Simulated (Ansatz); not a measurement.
**CHBSi (triplet): correlated methods under varied settings at a displaced geometry (v1)**

What do other methods and options give for CHBSi (triplet) at this geometry, and how long do they take?

The runs use Ansatz 0.2.0, Gaussian basis; the settings change from run to run.

18 further runs of the same task are left out: 5 that didn't finish, 13 set aside as unsound or not needed.

**1. What is computed**

The geometry is a PBE0/def2-TZVP stationary point (not a proven minimum) with its atoms shifted at random (size 0.040 Å).

4 atoms, charge 0, spin multiplicity 3.

Atoms are counted from 1 here; the program's logs count them from 0.

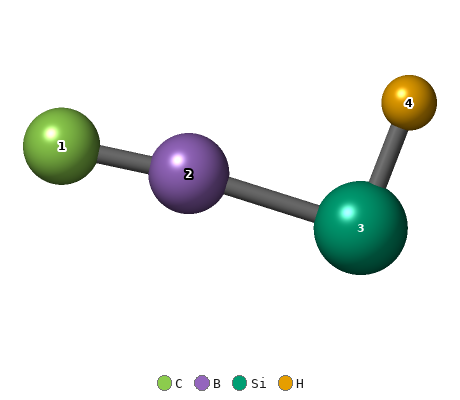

The structure; carbon green, boron purple, silicon teal, hydrogen amber; atoms are numbered from 1 in the order of the file.

**2. MP2 on ROHF/cc-pVDZ**

The input, in.yaml:

```yaml
crystal:
  periodic: [false, false, false]
  atoms:
    - {symbol: C, position_ang: [-0.024243, -0.005648, 2.175019]}
    - {symbol: B, position_ang: [-0.025077, 0.045068, 0.769495]}
    - {symbol: Si, position_ang: [0.022887, -0.064424, -1.177785]}
    - {symbol: H, position_ang: [-0.079889, 1.379025, -1.353085]}
basis:
  gaussian: {orbitals: cc-pVDZ}
magnetization: {spin_polarized: false, initial_magnetization: 2}
hamiltonian: {pseudopotentials: {relativity: scalar}}
correlation: {method: mp2, electrons: all}
scf: {lower_state_search: light}
output: {forces: true}
```

Run with:

```bash
ansatz run in.yaml --threads 1 --pin off --events-out ev --progress --plain --max-ram 2393MiB
```

Output:

```text
Functional definition: HF
  name "HF"
  cite "Fock, Z. Phys. 61, 126 (1930) doi:10.1007/BF01340294"
  parent pbe
  exchange = exact_x
  correlation = 0
493 factors; integrals over basis functions are off by at most 1.3e-3 eV
mean field evaluation 1: about -9584.4754 eV, gradient 2.1e1 eV
mean field evaluation 2: about -9584.4786 eV, gradient 2.1e1 eV
mean field evaluation 4: about -9586.3874 eV, gradient 1.2e1 eV
mean field evaluation 8: about -9587.7643 eV, gradient 4.3e0 eV
mean field evaluation 16: about -9588.9428 eV, gradient 2.0e-2 eV
mean field evaluation 32: about -9588.5639 eV, gradient 3.8e0 eV
mean field evaluation 64: about -9587.2295 eV, gradient 6.9e0 eV
mean field evaluation 96: about -9588.7586 eV, gradient 1.4e0 eV
mean field -9589.03843603 eV, -352.3906628405 hartree, gradient 1.6e-6 eV, S^2 2.000000; 15 other end points of the search recorded, 0 dependent functions left out
mean field evaluation 128: about -9589.4005 eV, gradient 1.6e0 eV
unrestricted determinant -9589.61443339 eV, -352.4118303531 hartree, S^2 2.6911
reference -9589.03843603 eV, -352.3906628405 hartree; 14, 12 occupied and 37, 39 virtual orbitals, 493 factors
second order -6.14377609 eV of doubles, -0.05112967 eV of singles
the calculation of the forces begins
Total energy: -9595.23334179 eV, -352.6183214282 hartree
Relativity: scalar
Atom 0 at    -0.024243    -0.005648     2.175019 Å, force    -0.006072    -0.131000     3.075961 eV/Å
Atom 1 at    -0.025077     0.045068     0.769495 Å, force    -0.019851     0.248780    -1.909390 eV/Å
Atom 2 at     0.022887    -0.064424    -1.177785 Å, force     0.111818    -1.292745    -1.074791 eV/Å
Atom 3 at    -0.079889     1.379025    -1.353085 Å, force    -0.085895     1.174965    -0.091780 eV/Å
Dipole moment:    -0.007158     0.087586    -0.594580 e Å
```

Run time: 2.2 s. Hardware: 1 thread of Arm Neoverse V2, shared host.

**3. BCCD on ROHF/cc-pVDZ**

in.yaml: that of step 2 with these lines changed.

```diff
@@ -10,5 +10,3 @@
 magnetization: {spin_polarized: false, initial_magnetization: 2}
-hamiltonian: {pseudopotentials: {relativity: scalar}}
-correlation: {method: mp2, electrons: all}
-scf: {lower_state_search: light}
-output: {forces: true}
+correlation: {method: bccd, electrons: outside_noble_gas}
+scf: {lower_state_search: off}
```

Same command.

Output, cut to the lines that bear on the results:

```text
Functional definition: HF
  name "HF"
  cite "Fock, Z. Phys. 61, 126 (1930) doi:10.1007/BF01340294"
  parent pbe
[...]
493 factors; integrals over basis functions are off by at most 1.3e-3 eV
[...]
mean field -9573.61288538 eV, -351.8237843097 hartree, gradient 2.3e-6 eV, S^2 2.000000; 0 other end points of the search recorded, 0 dependent functions left out
7 core orbitals not correlated: weight in the atoms' cores, before any rotation towards them, 1.000 or more for the frozen orbitals, at most 0.000 for the correlated occupied ones
reference -9573.61288538 eV, -351.8237843097 hartree; 7, 5 occupied and 37, 39 virtual orbitals, 493 factors
second order -6.23561378 eV of doubles, -0.07655075 eV of singles
cycle   1  -7.15630581 eV  change   -8.4e-1 eV  update   1.1e-1
[...]
cycle  20  -7.63166611 eV  change    5.5e-6 eV  update   1.3e-5
Total energy: -9581.24455148 eV, -352.1042428662 hartree
Checks for a lower state left out: stability, starts, cluster_reference, orbital_swaps, neighbouring_geometries, increment
```

It took 1.7 s on 1 thread of Arm Neoverse V2, shared host.

From the report: correlation -7.6317 eV; largest double amplitude 0.08.

**4. CCSDT on ROHF/STO-3G**

in.yaml: that of step 3 with these lines changed.

```diff
@@ -8,5 +8,4 @@
 basis:
-  gaussian: {orbitals: cc-pVDZ}
+  gaussian: {orbitals: STO-3G}
 magnetization: {spin_polarized: false, initial_magnetization: 2}
-correlation: {method: bccd, electrons: outside_noble_gas}
-scf: {lower_state_search: off}
+correlation: {method: ccsdt, electrons: all, diis_vectors: 2}
```

Launched as before.

Output, cut to the lines that bear on the results:

```text
Functional definition: HF
  name "HF"
  cite "Fock, Z. Phys. 61, 126 (1930) doi:10.1007/BF01340294"
  parent pbe
[...]
341 factors; integrals over basis functions are off by at most 2.9e-8 eV
[...]
mean field -9460.59942766 eV, -347.6706163419 hartree, gradient 2.7e-6 eV, S^2 2.000000; 12 other end points of the search recorded, 0 dependent functions left out
[...]
determinant -9460.59942766 eV, -347.6706163419 hartree, with singles and doubles -9465.03098305 eV, -347.8334729986 hartree
determinant -9460.33974569 eV, -347.6610732056 hartree, with singles and doubles -9463.90981643 eV, -347.7922708854 hartree
determinant -9460.22959679 eV, -347.6570253081 hartree, with singles and doubles -9464.17577167 eV, -347.8020445601 hartree
determinant -9460.07081324 eV, -347.6511901204 hartree, with singles and doubles -9464.35828466 eV, -347.8087517888 hartree
determinant -9458.20226273 eV, -347.5825221556 hartree, with singles and doubles -9462.70356016 eV, -347.7479417851 hartree
determinant -9457.90674877 eV, -347.5716622178 hartree, with singles and doubles -9461.95295587 eV, -347.7203575863 hartree
determinant -9460.52252450 eV, -347.6677902030 hartree, with singles and doubles -9465.03662188 eV, -347.8336802219 hartree
determinant -9460.52252450 eV, -347.6677902030 hartree, with singles and doubles -9465.05467456 eV, -347.8343436454 hartree
determinant -9460.59942766 eV, -347.6706163419 hartree, with singles and doubles -9465.04720206 eV, -347.8340690363 hartree
unrestricted determinant -9461.39495927 eV, -347.6998515894 hartree, S^2 2.5609
reference -9460.59942766 eV, -347.6706163419 hartree; 14, 12 occupied and 6, 8 virtual orbitals, 341 factors
second order -3.26247336 eV of doubles, -0.03681396 eV of singles
cycle   1  -3.85612876 eV  change   -5.5e-1 eV  update   1.1e-1
[...]
cycle  55  -4.61939625 eV  change    2.4e-6 eV  update   3.2e-6
Total energy: -9465.21882391 eV, -347.8403760229 hartree
```

Wall time 8.5 s (1 thread of Arm Neoverse V2, shared host).

From the report: correlation -4.6194 eV; T1 0.035; largest double amplitude 0.13.

**5. CASSCF(2,7)/6-31G**

in.yaml: that of step 4 with these lines changed.

```diff
@@ -8,4 +8,5 @@
 basis:
-  gaussian: {orbitals: STO-3G}
+  gaussian: {orbitals: 6-31G}
 magnetization: {spin_polarized: false, initial_magnetization: 2}
-correlation: {method: ccsdt, electrons: all, diis_vectors: 2}
+correlation: {active_space: {window: {electrons: 2, orbitals: 7}, states: [{multiplicity: 3, weights: [1, 1, 1]}]}}
+output: {forces: true}
```

Same command.

Output, cut to the lines that bear on the results:

```text
Functional definition: HF
  name "HF"
  cite "Fock, Z. Phys. 61, 126 (1930) doi:10.1007/BF01340294"
  parent pbe
[...]
717 factors; integrals over basis functions are off by at most 1.4e-7 eV
[...]
mean field -9571.84368416 eV, -351.7587673643 hartree, gradient 2.8e-6 eV, S^2 2.000000; 9 other end points of the search recorded, 0 dependent functions left out
reference -9571.84368416 eV, -351.7587673643 hartree; 14, 12 occupied and 19, 21 virtual orbitals, 717 factors
state -9571.59115527 eV, -351.7494870987 hartree
state -9569.21131520 eV, -351.6620295890 hartree
state -9568.12252178 eV, -351.6220171691 hartree
[...]
Total energy: -9569.64166408 eV, -351.6778446190 hartree
Atom 0 at    -0.024243    -0.005648     2.175019 Å, force    -0.014455    -0.250599     6.487811 eV/Å
Atom 1 at    -0.025077     0.045068     0.769495 Å, force     0.028319     0.110095    -5.980389 eV/Å
Atom 2 at     0.022887    -0.064424    -1.177785 Å, force     0.077326    -1.181857    -0.102726 eV/Å
Atom 3 at    -0.079889     1.379025    -1.353085 Å, force    -0.091190     1.322361    -0.404696 eV/Å
Dipole moment:    -0.018008     0.113950    -0.009904 e Å
```

Run time: 2.1 s. Hardware: 1 thread of Arm Neoverse V2, shared host.

From the report: 49 determinants; active occupations (of the averaged states) 0.70, 0.63, 0.62, 0.05, 0.01, 0.00, 0.00.

**6. CCSDT(Q) on UHF/6-31G**

in.yaml: that of step 5 with these lines changed.

```diff
@@ -9,4 +9,3 @@
   gaussian: {orbitals: 6-31G}
-magnetization: {spin_polarized: false, initial_magnetization: 2}
-correlation: {active_space: {window: {electrons: 2, orbitals: 7}, states: [{multiplicity: 3, weights: [1, 1, 1]}]}}
-output: {forces: true}
+magnetization: {spin_polarized: true, initial_magnetization: 2}
+correlation: {method: ccsdt_q, electrons: outside_noble_gas}
```

Same command.

Output, cut to the lines that bear on the results:

```text
Functional definition: HF
  name "HF"
  cite "Fock, Z. Phys. 61, 126 (1930) doi:10.1007/BF01340294"
  parent pbe
[...]
717 factors; integrals over basis functions are off by at most 1.4e-7 eV
[...]
mean field -9572.55371155 eV, -351.7848603896 hartree, gradient 2.2e-6 eV, S^2 2.615233; 28 other end points of the search recorded, 0 dependent functions left out
determinant -9572.55371155 eV, -351.7848603896 hartree, with singles and doubles -9576.91394010 eV, -351.9450958332 hartree
determinant -9572.55003131 eV, -351.7847251432 hartree, with singles and doubles -9576.91755445 eV, -351.9452286580 hartree
determinant -9571.83309003 eV, -351.7583780371 hartree, with singles and doubles -9576.32361384 eV, -351.9234017432 hartree
determinant -9571.82734978 eV, -351.7581670868 hartree, with singles and doubles -9576.31082389 eV, -351.9229317214 hartree
[...]
determinant -9572.55003131 eV, -351.7847251432 hartree, with singles and doubles -9576.96112568 eV, -351.9468298714 hartree
determinant -9571.79235103 eV, -351.7568809064 hartree, with singles and doubles -9576.85882629 eV, -351.9430704380 hartree
determinant -9571.69113510 eV, -351.7531612896 hartree, with singles and doubles -9576.92106711 eV, -351.9453577461 hartree
7 core orbitals not correlated: weight in the atoms' cores, before any rotation towards them, 1.000 or more for the frozen orbitals, at most 0.000 for the correlated occupied ones
reference -9572.55003131 eV, -351.7847251432 hartree; 7, 5 occupied and 19, 21 virtual orbitals, 717 factors
second order -3.13847027 eV of doubles, -0.00000000 eV of singles
cycle   1  -3.69122674 eV  change   -5.5e-1 eV  update   1.1e-1
[...]
cycle  37  -4.70170377 eV  change   -7.5e-7 eV  update   8.5e-7
perturbative correction -0.03250966 eV, -0.0011947081 hartree
Total energy: -9577.28424474 eV, -351.9587042778 hartree
```

It took 21 s on 1 thread of Arm Neoverse V2, shared host.

From the report: ⟨S²⟩ of the determinant 2.593 (pure triplet: 2.00); correlation -4.7342 eV; T1 0.086; largest double amplitude 0.14. The determinant is far from a pure spin state, so its energy mixes those of several spin states (harmless only where they are near-degenerate, as at dissociation).

**7. BCCD(T) on ROHF/def2-SVP**

in.yaml: that of step 6 with these lines changed.

```diff
@@ -8,4 +8,4 @@
 basis:
-  gaussian: {orbitals: 6-31G}
-magnetization: {spin_polarized: true, initial_magnetization: 2}
-correlation: {method: ccsdt_q, electrons: outside_noble_gas}
+  gaussian: {orbitals: def2-SVP}
+magnetization: {spin_polarized: false, initial_magnetization: 2}
+correlation: {method: bccd_t, electrons: outside_noble_gas}
```

Same command.

Output, cut to the lines that bear on the results:

```text
Functional definition: HF
  name "HF"
  cite "Fock, Z. Phys. 61, 126 (1930) doi:10.1007/BF01340294"
  parent pbe
[...]
509 factors; integrals over basis functions are off by at most 1.3e-3 eV
[...]
mean field -9569.54788675 eV, -351.6743983654 hartree, gradient 2.4e-6 eV, S^2 2.000000; 15 other end points of the search recorded, 0 dependent functions left out
[...]
determinant -9569.54788675 eV, -351.6743983654 hartree, with singles and doubles -9577.12809023 eV, -351.9529657052 hartree
determinant -9569.50860101 eV, -351.6729546413 hartree, with singles and doubles -9576.70577246 eV, -351.9374458134 hartree
determinant -9569.33711658 eV, -351.6666527048 hartree, with singles and doubles -9576.86147114 eV, -351.9431676344 hartree
determinant -9568.19372855 eV, -351.6246339695 hartree, with singles and doubles -9576.02902880 eV, -351.9125759427 hartree
[...]
determinant -9569.54788675 eV, -351.6743983654 hartree, with singles and doubles -9577.13914878 eV, -351.9533720995 hartree
determinant -9569.50860101 eV, -351.6729546413 hartree, with singles and doubles -9576.70805212 eV, -351.9375295894 hartree
determinant -9569.33711658 eV, -351.6666527048 hartree, with singles and doubles -9577.10643893 eV, -351.9521700348 hartree
unrestricted determinant -9570.22775370 eV, -351.6993830151 hartree, S^2 2.6990
7 core orbitals not correlated: weight in the atoms' cores, before any rotation towards them, 1.000 or more for the frozen orbitals, at most 0.000 for the correlated occupied ones
reference -9569.54788675 eV, -351.6743983654 hartree; 7, 5 occupied and 37, 39 virtual orbitals, 509 factors
second order -6.19765063 eV of doubles, -0.07294087 eV of singles
cycle   1  -7.56585773 eV  change    2.5e-2 eV  update   2.5e-2
[...]
cycle  16  -7.56310241 eV  change   -2.8e-6 eV  update   1.5e-5
perturbative correction -0.40038139 eV, -0.0147137449 hartree
Total energy: -9577.51137055 eV, -351.9670509973 hartree
```

Run time: 15 s. Hardware: 1 thread of Arm Neoverse V2, shared host.

From the report: correlation -7.9635 eV; largest double amplitude 0.08.

**8. All runs side by side**

```csv
level,correlated,functions,energy (eV),time
MP2 on ROHF/cc-pVDZ (relativity set),all,51,-9595.2333,2.2 s
BCCD on ROHF/cc-pVDZ,outside noble gas,51,-9581.2446,1.7 s
CCSDT on ROHF/STO-3G,all,20,-9465.2188,8.5 s
"CASSCF(2,7)/6-31G (mean of several states)",,33,-9569.6417,2.1 s
CCSDT(Q) on UHF/6-31G,outside noble gas,33,-9577.2842,21 s
BCCD(T) on ROHF/def2-SVP,outside noble gas,51,-9577.5114,15 s
```

**9. Outcome**

| quantity | value |
| --- | --- |
| runs | 6 |
| quickest | BCCD on ROHF/cc-pVDZ, 1.7 s |
| slowest | CCSDT(Q) on UHF/6-31G, 21 s |

In words: Total energies in different bases, with other cores or another treatment of relativity can't be set against each other. CCSDT(Q) on UHF/6-31G took 12 times as long as BCCD on ROHF/cc-pVDZ; the jobs differ in more than the method.
